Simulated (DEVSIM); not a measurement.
Structure: illuminated Ge n-on-p cell, one wavelength, with a back-surface field, at 300 K.

| layer (left to right) | material | thickness (μm) | Nd (cm⁻³) | Na (cm⁻³) | τn (s) | τp (s) | absorption coefficient (cm⁻¹) |
|---|---|---|---|---|---|---|---|
| 1 | Ge | 0.100 | 1.1e18 | - | 1.6e-7 | 2.4e-7 | 1500 |
| 2 | Ge | 60.0 | - | 4.7e16 | 8e-6 | 8e-6 | 1500 |
| 3 | Ge | 0.140 | - | 1.3e18 | 8e-6 | 8e-6 | 1500 |

Left contact: ohmic, minority hole recombination velocity 4e5 cm/s. Right contact: ohmic, minority electron recombination velocity 50 cm/s. Voltage is applied to the left contact. Recombination: SRH at mid-gap, radiative, Auger. Light enters at the left, 4.6e17 photons cm⁻² s⁻¹, one pass, no reflection. Mobility is μmin + (μ − μmin)/(1 + (N/Nref)^α).

This is a model device: material constants are rounded textbook-type values typed into the input, and sizes, dopings and lifetimes were drawn at random. Values at 300 K.

```tsv
parameter	Ge
gap (eV)	0.664
affinity (eV)	4
permittivity	16
Nc (cm⁻³)	1.04e19
Nv (cm⁻³)	6e18
μn (cm²/Vs)	3900
μp (cm²/Vs)	1900
μn,min	150
μp,min	100
Nref,n	2.6e17
Nref,p	4e17
αn	0.56
αp	0.6
B (cm³/s)	6.4e-14
Cn (cm⁶/s)	1e-31
Cp (cm⁶/s)	1e-31
```

Simulated with DEVSIM: 1D drift-diffusion, Boltzmann statistics, complete ionisation; no tunnelling, impact ionisation, image-force lowering or self-heating.

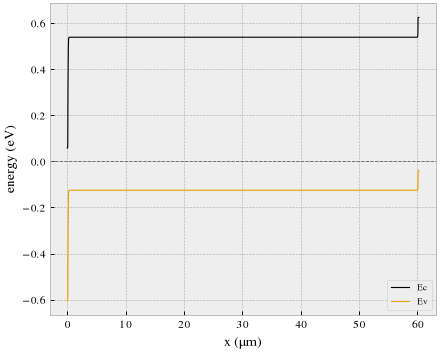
Fig. 1. Band edges at zero bias, in the dark

Energies count from the Fermi level of the right contact; mesh points crowd at the junctions.

```json
[
 {"x (μm)": "0.000", "Ec (eV)": "0.058", "Ev (eV)": "-0.606", "n (cm⁻³)": "1.1e18", "p (cm⁻³)": "4.0e8", "field (V/cm)": "≈ 0"},
 {"x (μm)": "0.02755", "Ec (eV)": "0.058", "Ev (eV)": "-0.606", "n (cm⁻³)": "1.1e18", "p (cm⁻³)": "4.0e8", "field (V/cm)": "≈ 0"},
 {"x (μm)": "0.06490", "Ec (eV)": "0.058", "Ev (eV)": "-0.606", "n (cm⁻³)": "1.1e18", "p (cm⁻³)": "4.0e8", "field (V/cm)": "63"},
 {"x (μm)": "0.09521", "Ec (eV)": "0.077", "Ev (eV)": "-0.587", "n (cm⁻³)": "5.3e17", "p (cm⁻³)": "8.3e8", "field (V/cm)": "37000"},
 {"x (μm)": "0.1399", "Ec (eV)": "0.327", "Ev (eV)": "-0.337", "n (cm⁻³)": "3.4e13", "p (cm⁻³)": "1.3e13", "field (V/cm)": "44000"},
 {"x (μm)": "0.2328", "Ec (eV)": "0.528", "Ev (eV)": "-0.136", "n (cm⁻³)": "1.4e10", "p (cm⁻³)": "3.1e16", "field (V/cm)": "4500"},
 {"x (μm)": "0.4607", "Ec (eV)": "0.539", "Ev (eV)": "-0.125", "n (cm⁻³)": "9.3e9", "p (cm⁻³)": "4.7e16", "field (V/cm)": "≈ 0"},
 {"x (μm)": "1.332", "Ec (eV)": "0.539", "Ev (eV)": "-0.125", "n (cm⁻³)": "9.3e9", "p (cm⁻³)": "4.7e16", "field (V/cm)": "≈ 0"},
 {"x (μm)": "3.033", "Ec (eV)": "0.539", "Ev (eV)": "-0.125", "n (cm⁻³)": "9.3e9", "p (cm⁻³)": "4.7e16", "field (V/cm)": "≈ 0"},
 {"x (μm)": "7.330", "Ec (eV)": "0.539", "Ev (eV)": "-0.125", "n (cm⁻³)": "9.3e9", "p (cm⁻³)": "4.7e16", "field (V/cm)": "≈ 0"},
 {"x (μm)": "17.87", "Ec (eV)": "0.539", "Ev (eV)": "-0.125", "n (cm⁻³)": "9.3e9", "p (cm⁻³)": "4.7e16", "field (V/cm)": "≈ 0"},
 {"x (μm)": "44.49", "Ec (eV)": "0.539", "Ev (eV)": "-0.125", "n (cm⁻³)": "9.3e9", "p (cm⁻³)": "4.7e16", "field (V/cm)": "≈ 0"},
 {"x (μm)": "53.75", "Ec (eV)": "0.539", "Ev (eV)": "-0.125", "n (cm⁻³)": "9.3e9", "p (cm⁻³)": "4.7e16", "field (V/cm)": "≈ 0"},
 {"x (μm)": "57.42", "Ec (eV)": "0.539", "Ev (eV)": "-0.125", "n (cm⁻³)": "9.3e9", "p (cm⁻³)": "4.7e16", "field (V/cm)": "≈ 0"},
 {"x (μm)": "59.30", "Ec (eV)": "0.539", "Ev (eV)": "-0.125", "n (cm⁻³)": "9.3e9", "p (cm⁻³)": "4.7e16", "field (V/cm)": "≈ 0"},
 {"x (μm)": "59.79", "Ec (eV)": "0.539", "Ev (eV)": "-0.125", "n (cm⁻³)": "9.3e9", "p (cm⁻³)": "4.7e16", "field (V/cm)": "≈ 0"},
 {"x (μm)": "59.99", "Ec (eV)": "0.539", "Ev (eV)": "-0.125", "n (cm⁻³)": "9.2e9", "p (cm⁻³)": "4.7e16", "field (V/cm)": "110"},
 {"x (μm)": "60.07", "Ec (eV)": "0.549", "Ev (eV)": "-0.115", "n (cm⁻³)": "6.1e9", "p (cm⁻³)": "7.1e16", "field (V/cm)": "5200"},
 {"x (μm)": "60.11", "Ec (eV)": "0.622", "Ev (eV)": "-0.042", "n (cm⁻³)": "3.8e8", "p (cm⁻³)": "1.2e18", "field (V/cm)": "6800"},
 {"x (μm)": "60.14", "Ec (eV)": "0.624", "Ev (eV)": "-0.040", "n (cm⁻³)": "3.4e8", "p (cm⁻³)": "1.3e18", "field (V/cm)": "≈ 0"},
 {"x (μm)": "60.20", "Ec (eV)": "0.624", "Ev (eV)": "-0.040", "n (cm⁻³)": "3.4e8", "p (cm⁻³)": "1.3e18", "field (V/cm)": "≈ 0"},
 {"x (μm)": "60.24", "Ec (eV)": "0.624", "Ev (eV)": "-0.040", "n (cm⁻³)": "3.4e8", "p (cm⁻³)": "1.3e18", "field (V/cm)": "≈ 0"}
]
```
